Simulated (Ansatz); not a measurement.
Fields on a plane of Au (fcc, Cu type)

```xyz
1
Lattice="0.0000 2.0786 2.0786 2.0786 0.0000 2.0786 2.0786 2.0786 0.0000" Properties=species:S:1:pos:R:3 pbc="T T T"
Au     0.0000     0.0000     0.0000
```

The slice is a {111} plane (indices of the conventional cell) through the point (0.000, 0.000, 0.000) (fractional), spanned by u = [100] and v = [-1 2 0] in vectors of this cell: u (2.94 Å) and v (5.09 Å, at 90° to u). It covers one period; positions are fractions (u, v).

Atoms on it: Au at (0.00, 0.00); Au at (0.50, 0.50).

Computed with PBE (plane waves to 420 eV, PAW, scalar-relativistic; Ansatz, an electronic-structure program). k mesh 19×19×19. Near the nuclei the fields are pseudised (PAW); where an atom keeps semicore shells as valence, they peak there. Au was relaxed with its symmetry unable to fall. Spin-orbit coupling is left out, though Au is heavy.

| v \ u | 0.00 | 0.11 | 0.22 | 0.33 | 0.44 | 0.56 | 0.67 | 0.78 | 0.89 |
|---|---|---|---|---|---|---|---|---|---|
| 0.88 | x | x | x | 4.9 | 9.2 | 9.2 | 4.9 | x | x |
| 0.75 | 7.1 | 7.6 | 8.1 | 7.9 | 7.3 | 7.3 | 7.9 | 8.1 | 7.6 |
| 0.62 | 9.7 | 7.7 | <1.0 | x | x | x | x | <1.0 | 7.7 |
| 0.50 | 8.2 | 4.0 | x | x | x | x | x | x | 4.0 |
| 0.38 | 9.7 | 7.7 | <1.0 | x | x | x | x | <1.0 | 7.7 |
| 0.25 | 7.1 | 7.6 | 8.1 | 7.9 | 7.3 | 7.3 | 7.9 | 8.1 | 7.6 |
| 0.12 | x | x | x | 4.9 | 9.2 | 9.2 | 4.9 | x | x |
| 0.00 | x | x | x | x | 7.2 | 7.2 | x | x | x |

Values: electrostatic potential energy of an electron, from the cell's mean, in eV. Points within 1 Å of a nucleus are blanked (x), as the pseudised field means little there. Values under 1 eV are set to 1. The zero, the cell's mean, hangs on the PAW cores.

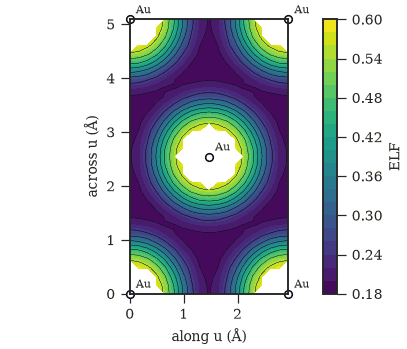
Fig. 1. Electron localisation function (ELF), one period of the plane, atoms marked. Points within 0.5 Å of a nucleus are left white, as the pseudised field means little there.

| Quantity | Result |
|---|---|
| Density on the Au–Au line (2.94 Å) at its midpoint | 0.26 e/Å³ |
| ELF at that point | 0.20 |
